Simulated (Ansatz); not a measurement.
**CH2CuFO (SMILES F/C=[O+]/[CuH-]): density, localisation and related maps**

The calculation's input:

```
crystal:
  periodic: [false, false, false]
  atoms:
    - symbol: C
      position_ang: [-0.466332, 0.476449, 0.483482]
    - symbol: Cu
      position_ang: [1.107616, -0.789827, -1.645108]
    - symbol: F
      position_ang: [-1.617692, 0.175279, -0.050881]
    - symbol: O
      position_ang: [0.577092, 0.175076, -0.010479]
    - symbol: H
      position_ang: [-0.578798, 1.033240, 1.429779]
    - symbol: H
      position_ang: [1.529563, -1.516715, -2.876303]
basis:
  gaussian:
    orbitals: def2-TZVPD
hamiltonian:
  xc: {name: PBE0}
output:
  forces: true
  orbitals: {seedname: orbitals}
```

Command:

```sh
ansatz run input.yaml --threads 1 --pin off --max-ram 2610MiB --events-out events.jsonl --progress --plain --runs-dir runs
```

Geometry: PBE0-D3(BJ)/def2-SVP.

These are results of isolated molecule in a Gaussian basis; Kohn-Sham density functional theory, functional PBE0 (Ansatz), not measurements.

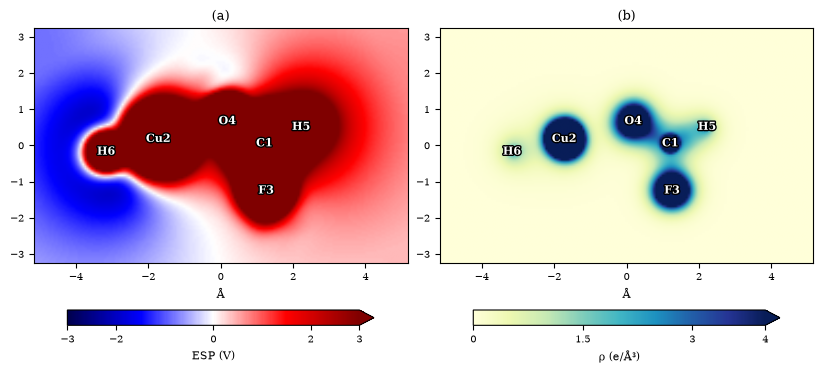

Figure 1. (a) molecular electrostatic potential; (b) total electron density on the molecular plane.

Question: Describe what can be read from this map.

Answer: Atoms in the plane: C, Cu, F, O and H.
C–O (1.19 Å): the density is about 3.5 e/Å³ at the midpoint.
C–F (1.30 Å): ρ is about 2.6 e/Å³ halfway.
Cu–O (1.97 Å): ρ at the midpoint is about 0.5 e/Å³.
C–H (1.10 Å): ρ at the midpoint is about 2.1 e/Å³.
Cu–H (1.49 Å): the density is about 1.4 e/Å³ at the midpoint.
Outside the dense part of the molecule the potential is most negative (−1.9 V) near H6.

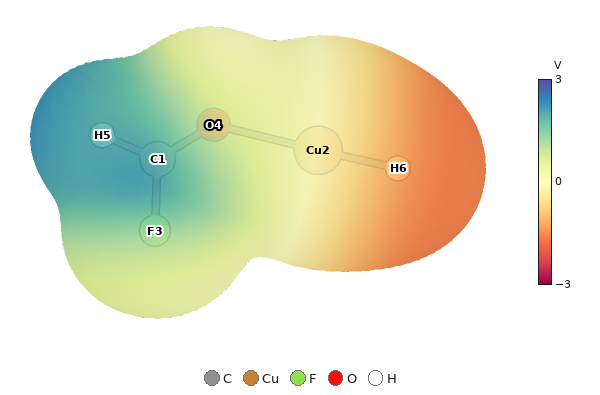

Figure 2. The electrostatic potential painted on the density surface at 0.001 e/bohr³, seen across its widest extent; red is negative and blue positive.

Question: Where is the surface potential most negative and most positive?

Answer: The most negative region (about −1.6 V) lies over H6, the most positive (about +2.3 V) over H5.

Question: How polar is the molecule by this calculation?

Answer: Its dipole moment is 6.84 D.

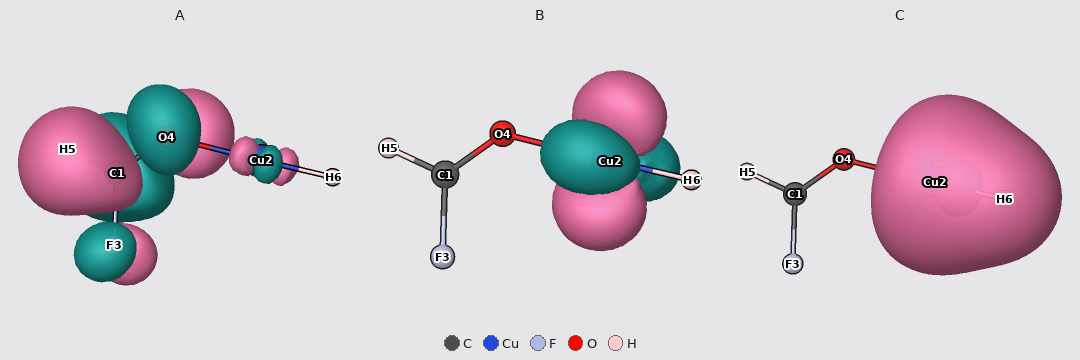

Figure 3. Three frontier orbitals at ±0.1 Å⁻³ᐟ² (teal and pink are the two phases), in no order.

Question: Order the three orbitals by energy and name them.

Answer: B is the HOMO−1 (−7.28 eV). By Hirshfeld shares it lies mainly on Cu2 (about 100 %). C is the HOMO (−5.94 eV). It lies mainly on Cu2 (about 75 %) and H6 (about 25 %). A is the LUMO (−2.46 eV). By Hirshfeld shares it lies mainly on C1 (about 50 %), O4 (about 25 %), F3 (about 10 %) and H5 (about 10 %); it changes sign across the molecular plane (π type); π-antibonding (a node) across C1–O4.

Question: What is the HOMO–LUMO gap?

Answer: 3.48 eV between the orbital energies.
